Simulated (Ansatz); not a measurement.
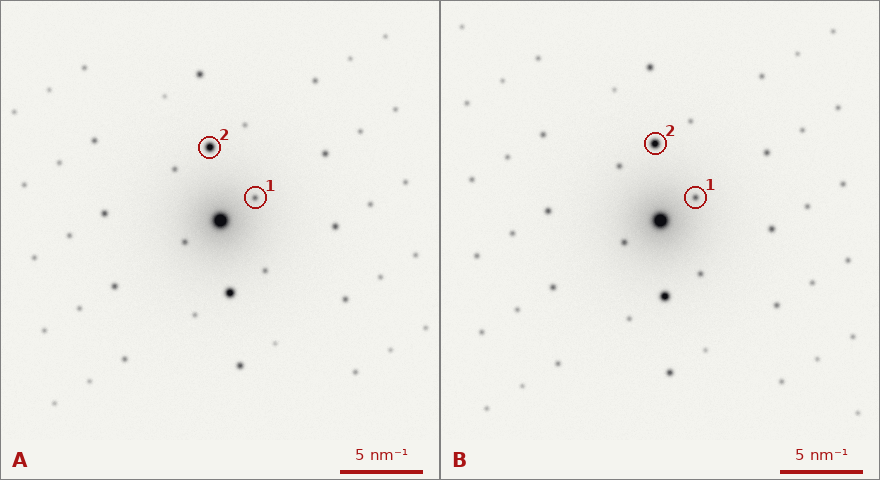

Kinematic electron diffraction patterns (200 kV, B = 0.5 Å², same scale) along [101] of the run's own cell, for the start and the end of one relaxation of AlP2 with DFT PBE, scalar-relativistic, plane waves, PAW in Ansatz. k mesh 10×10×10. The start is a generated model structure, and the relaxation ends in the nearest stationary point of its symmetry, not necessarily the ground state. Spot 1 is 0 -1 0 and spot 2 is 1 0 -1 in both.

Start structure:

```
Al P
1.0
     0.00000    4.23723    4.28574
     2.58934    0.00000    4.28574
     2.58934    4.23723    0.00000
Al P
2 4
Cartesian
  3.8840 6.3558 6.4286
  2.5893 4.2372 4.2857
  1.2947 1.0121 2.1429
  1.2947 3.2252 2.1429
  2.5893 1.1066 4.2857
  2.5893 7.3679 4.2857
```

### Which pattern belongs to the start structure, and which to the relaxed one?

A is the start: its cell gives d(1) = 3.928 Å, d(2) = 2.216 Å and an angle of 65.7°. B is the relaxed structure, with d(1) = 3.870 Å (-1.5 %), d(2) = 2.131 Å (-3.9 %) and 61.5°.

### Summarise the relaxation behind the change.

The volume changed by +4.9 % to 16.44 Å³ an atom; with the mean shift removed, the atoms moved by up to 0.10 Å relative to the cell (P most); the space group stayed Fddd (No. 70); the free energy fell by 31 meV an atom. Relaxed cell: a = 6.364 Å, b = 5.008 Å, c = 5.227 Å, α = 76.86°, β = 50.03°, γ = 53.11°.
